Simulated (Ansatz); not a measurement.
**CH3CuF3P: small, medium and large basis sets**

How large a basis does CH3CuF3P need? Two functionals are run in growing sets.

Method: one geometry, several basis sets; program: Ansatz 0.2.0, Gaussian basis.

The runs, in order: PBE0-D4/def2-SVP; ωB97M-V/def2-SVP; PBE0-D4/def2-QZVPP; ωB97M-V/def2-QZVPP; the functionals' def2-TZVPP values are taken from earlier runs.

## (1) The relaxed structure

The geometry comes from an earlier relaxation with PBE0-D4 in a triple-zeta def2 set; it is a stationary point, not always the lowest conformer.

9 atoms, charge 0, spin multiplicity 1.

Atoms are counted from 1 here; the program's logs count them from 0.

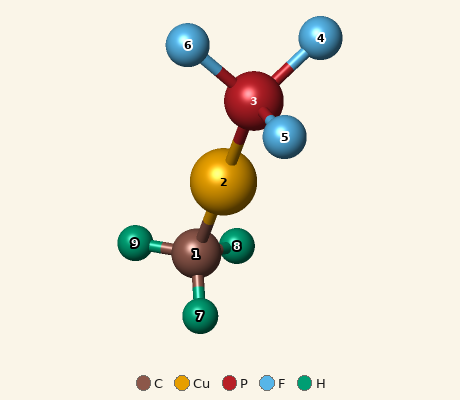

The structure; carbon brown, copper amber, phosphorus red, fluorine blue, hydrogen teal; atoms are numbered from 1 in the order of the file.

## (2) PBE0-D4 in def2-SVP

Contents of in.yaml:

```yaml
crystal:
  periodic: [false, false, false]
  atoms:
    - {symbol: C, position_ang: [-0.241454, -1.712093, 1.264736]}
    - {symbol: Cu, position_ang: [-0.024634, -0.176911, 0.130228]}
    - {symbol: P, position_ang: [0.218919, 1.551528, -1.146276]}
    - {symbol: F, position_ang: [-0.618755, 1.629866, -2.449732]}
    - {symbol: F, position_ang: [1.624567, 1.841712, -1.735151]}
    - {symbol: F, position_ang: [-0.100068, 2.952043, -0.560087]}
    - {symbol: H, position_ang: [0.719989, -2.195205, 1.465848]}
    - {symbol: H, position_ang: [-0.897208, -2.456874, 0.802668]}
    - {symbol: H, position_ang: [-0.681356, -1.434076, 2.227765]}
basis:
  gaussian: {orbitals: def2-SVP}
hamiltonian: {xc: pbe0, dispersion: d4}
output: {orbitals: {seedname: orbitals}}
```

Command:

```bash
ansatz run in.yaml --threads 4 --pin off --events-out ev --progress --plain --max-ram 11315MiB
```

What it wrote:

```text
Functional definition: PBE0
  name "PBE0"
  cite "Adamo & Barone, J. Chem. Phys. 110, 6158 (1999) doi:10.1063/1.478522"
  cite "Perdew, Burke & Ernzerhof, Phys. Rev. Lett. 77, 3865 (1996) doi:10.1103/PhysRevLett.77.3865"
  parent pbe
  parameter a = 0.25
  parameter kappa = 0.804
  parameter beta = 0.06672455060314922
  exchange = (1 - a)*pbe_x(kappa = kappa, mu = beta*pi^2/3) + a*exact_x
  correlation = pbe_c(beta = beta)
1194 factors; integrals over basis functions are off by at most 9.6e-4 eV
mean field evaluation 1: about -63121.2825 eV, gradient 7.4e1 eV
mean field evaluation 2: about -62948.9960 eV, gradient 3.4e2 eV
mean field evaluation 4: about -63131.9510 eV, gradient 1.8e1 eV
mean field evaluation 8: about -63132.5484 eV, gradient 1.5e0 eV
mean field evaluation 16: about -63132.5523 eV, gradient 4.5e-4 eV
mean field -63132.55230576 eV, -2320.0785044557 hartree, gradient 6.8e-6 eV, S^2 0.000000; 0 other end points of the search recorded, 0 dependent functions left out
reference -63132.55234526 eV, -2320.0785059072 hartree; 40, 40 occupied and 80, 80 virtual orbitals, 1194 factors
Total energy: -63132.71131143 eV, -2320.0843478063 hartree
```

Run time: 1.3 s. Hardware: 4 threads of Intel Xeon Platinum 8375C at 2.90GHz, shared host.

## (3) ωB97M-V in def2-SVP

Edit in.yaml of step 2 so:

```diff
@@ -14,3 +14,3 @@
   gaussian: {orbitals: def2-SVP}
-hamiltonian: {xc: pbe0, dispersion: d4}
+hamiltonian: {xc: {name: wB97M-V}}
 output: {orbitals: {seedname: orbitals}}
```

Launched as before.

What it wrote (excerpt; [...] marks lines left out):

```text
Functional definition: wB97M-V
  name "wB97M-V"
  cite "Mardirossian & Head-Gordon, J. Chem. Phys. 144, 214110 (2016) doi:10.1063/1.4952647"
  cite "Becke, J. Chem. Phys. 107, 8554 (1997) doi:10.1063/1.475007"
  cite "Vydrov & Van Voorhis, J. Chem. Phys. 133, 244103 (2010) doi:10.1063/1.3521275"
  # Of w^i u^j: cxij and so on, Table III.
[...]
  gx(w, u) = 1 - cx + cx01*u + cx10*w
  gss(w, u) = css00 + css04*u^4 + css10*w + css20*w^2 + css43*w^4*u^3
  gos(w, u) = cos00 + cos10*w + (cos20 + cos21*u)*w^2 + (cos60 + cos61*u)*w^6
[...]
      + integral(e_c_pw_mod_opposite_spin*gos(b97_w_opposite, b97_u_opposite)) + vv10(b, c)
1194 factors; integrals over basis functions are off by at most 9.6e-4 eV
267 factors; integrals over basis functions are off by at most 7.2e-5 eV
[...]
mean field -63146.18053781 eV, -2320.5793327460 hartree, gradient 3.0e-5 eV, S^2 0.000000; 0 other end points of the search recorded, 0 dependent functions left out
reference -63146.18060216 eV, -2320.5793351110 hartree; 40, 40 occupied and 80, 80 virtual orbitals, 1194 factors
Total energy: -63146.18060216 eV, -2320.5793351110 hartree
```

It took 4.5 s on 4 threads of Intel Xeon Platinum 8375C at 2.90GHz, shared host.

## (4) PBE0-D4 in def2-QZVPP

Edit in.yaml of step 3 so:

```diff
@@ -13,4 +13,4 @@
 basis:
-  gaussian: {orbitals: def2-SVP}
-hamiltonian: {xc: {name: wB97M-V}}
+  gaussian: {orbitals: "def2-QZVPP.json"}
+hamiltonian: {xc: pbe0, dispersion: d4}
 output: {orbitals: {seedname: orbitals}}
```

Launched as before.

What it wrote:

```text
Functional definition: PBE0
  name "PBE0"
  cite "Adamo & Barone, J. Chem. Phys. 110, 6158 (1999) doi:10.1063/1.478522"
  cite "Perdew, Burke & Ernzerhof, Phys. Rev. Lett. 77, 3865 (1996) doi:10.1103/PhysRevLett.77.3865"
  parent pbe
  parameter a = 0.25
  parameter kappa = 0.804
  parameter beta = 0.06672455060314922
  exchange = (1 - a)*pbe_x(kappa = kappa, mu = beta*pi^2/3) + a*exact_x
  correlation = pbe_c(beta = beta)
1950 factors; their error is unknown
mean field evaluation 1: about -63143.9095 eV, gradient 8.7e1 eV
mean field evaluation 2: about -62921.9842 eV, gradient 4.6e2 eV
mean field evaluation 4: about -63155.9355 eV, gradient 2.8e1 eV
mean field evaluation 8: about -63156.5526 eV, gradient 2.3e-1 eV
mean field evaluation 16: about -63156.7530 eV, gradient 1.7e-4 eV
mean field -63156.75299809 eV, -2320.9678634949 hartree, gradient 6.8e-5 eV, S^2 0.000000; 0 other end points of the search recorded, 0 dependent functions left out
reference -63156.75303673 eV, -2320.9678649152 hartree; 40, 40 occupied and 448, 448 virtual orbitals, 1950 factors
Total energy: -63156.91200291 eV, -2320.9737068143 hartree
```

Wall time 8.5 s (4 threads of Intel Xeon Platinum 8375C at 2.90GHz, shared host); peak memory 2.1 GiB.

## (5) ωB97M-V in def2-QZVPP

Edit in.yaml of step 4 so:

```diff
@@ -14,3 +14,3 @@
   gaussian: {orbitals: "def2-QZVPP.json"}
-hamiltonian: {xc: pbe0, dispersion: d4}
+hamiltonian: {xc: {name: wB97M-V}}
 output: {orbitals: {seedname: orbitals}}
```

Launched as before.

What it wrote (excerpt; [...] marks lines left out):

```text
Functional definition: wB97M-V
  name "wB97M-V"
  cite "Mardirossian & Head-Gordon, J. Chem. Phys. 144, 214110 (2016) doi:10.1063/1.4952647"
  cite "Becke, J. Chem. Phys. 107, 8554 (1997) doi:10.1063/1.475007"
  cite "Vydrov & Van Voorhis, J. Chem. Phys. 133, 244103 (2010) doi:10.1063/1.3521275"
  # Of w^i u^j: cxij and so on, Table III.
[...]
  gx(w, u) = 1 - cx + cx01*u + cx10*w
  gss(w, u) = css00 + css04*u^4 + css10*w + css20*w^2 + css43*w^4*u^3
  gos(w, u) = cos00 + cos10*w + (cos20 + cos21*u)*w^2 + (cos60 + cos61*u)*w^6
[...]
      + integral(e_c_pw_mod_opposite_spin*gos(b97_w_opposite, b97_u_opposite)) + vv10(b, c)
1848 factors; their error is unknown
346 factors; integrals over basis functions are off by at most 2.4e-5 eV
[...]
mean field -63170.54972506 eV, -2321.4748838596 hartree, gradient 4.2e-5 eV, S^2 0.000000; 0 other end points of the search recorded, 0 dependent functions left out
reference -63170.54978991 eV, -2321.4748862428 hartree; 40, 40 occupied and 448, 448 virtual orbitals, 1848 factors
Total energy: -63170.54978991 eV, -2321.4748862428 hartree
```

It took 17 s on 4 threads of Intel Xeon Platinum 8375C at 2.90GHz, shared host; peak memory 2.5 GiB.

## (6) Density functionals: the series

The def2-TZVPP values come from earlier runs at the same geometry.

```csv
functional,basis,functions,energy (eV),from the largest (eV),HOMO (eV),LUMO (eV)
PBE0-D4,def2-SVP,120,-63132.7113,24.201,-6.26,-1.06
PBE0-D4,def2-TZVPP,272,-63154.9255,1.986,-6.48,-1.46
PBE0-D4,def2-QZVPP,488,-63156.9120,0.000,-6.50,-1.56
ωB97M-V,def2-SVP,120,-63146.1806,24.369,-8.49,1.12
ωB97M-V,def2-TZVPP,272,-63168.6435,1.906,-8.75,0.54
ωB97M-V,def2-QZVPP,488,-63170.5498,0.000,-8.77,0.15
```

## (7) Summary of results

| quantity | value |
| --- | --- |
| PBE0-D4: double and triple zeta above quadruple | 24.20, 1.99 eV |
| ωB97M-V: double and triple zeta above quadruple | 24.37, 1.91 eV |

What this shows: PBE0-D4 gains 22.21 eV from double to triple zeta, then 1.99 eV more. These are total energies; as a rule much of such shifts cancels in differences, which this series doesn't test. The LUMO of ωB97M-V is positive and keeps falling with the basis (1.12 to 0.15 eV): an unbound level that the basis holds in place.

For PBE0-D4 the largest set took about 7 times as long as the smallest (8.5 s against 1.3 s).
